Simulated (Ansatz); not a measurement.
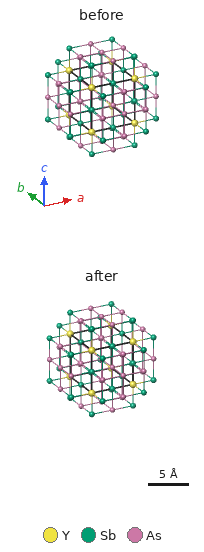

The structure of crystalline YSb$_{3}$As$_{4}$ (a generated structure, set up in Pm-3m) (coarse preliminary run) before (top) and after (bottom) a relaxation, at one scale.

Style: ball-and-stick. Shown: the cell of the calculation, from a free direction.

These are results of DFT PBE, scalar-relativistic, plane waves, PAW (Ansatz), not measurements.

Input file:
```yaml
crystal:
  lattice:
    - [6.18297643, 0.0, 0.0]
    - [0.0, 6.18297643, 0.0]
    - [0.0, 0.0, 6.18297643]
  atoms:
    - { symbol: "Y", position: [0.0, 0.0, 0.0] }
    - { symbol: Sb, position: [0.5, 0.0, 0.0] }
    - { symbol: Sb, position: [0.0, 0.5, 0.0] }
    - { symbol: Sb, position: [0.0, 0.0, 0.5] }
    - { symbol: As, position: [0.0, 0.5, 0.5] }
    - { symbol: As, position: [0.5, 0.0, 0.5] }
    - { symbol: As, position: [0.5, 0.5, 0.0] }
    - { symbol: As, position: [0.5, 0.5, 0.5] }
basis:
  ecutwfc: 420
kpoints:
  mp_grid: { grid: [4, 4, 4] }
hamiltonian:
  xc: pbe
scf:
  occupations: { method: gaussian, width: 0.1 }
  lower_state_search: "off"
output:
  forces: true
  stress: true
  eigenvalues: true
relax:
  adjacent_minimum: "off"
  f_tol: 0.04
  max_steps: 70
  cell: { stress_tol: 0.4 }
```

Run as
```bash
ansatz run input.yaml --threads 1 --pin off --max-ram 2048MiB --backend cpu --events-out ev --progress --plain --runs-dir out
```

Question: Describe what moved and what it gained.

Answer: After 3 accepted moves (5 points after the start) the energy has fallen by 65.4 meV per atom. All forces vanish by symmetry, so only the cell relaxes. Pressure: −5.65 GPa at the start and −0.02 GPa at the end. At 2 points the geometry stayed and the basis and grid were re-selected for the new cell (energy shift of 0.4 meV per atom at most each time). The atoms keep their places relative to the cell (all moves are under 0.005 Å). Cell: a = b = c 6.183 → 5.942 Å (−3.9 %). Volume −11.2 %. Near-neighbour distances that change, for instance: Y1–Sb2 3.091 → 2.971 Å, As5–As8 3.091 → 2.971 Å, Sb2–As6 3.091 → 2.971 Å. The space group stays Pm-3m (No. 221). The run took 57 s on 1 thread of Arm Neoverse V2, on a shared host, peak memory 0.54 GiB.
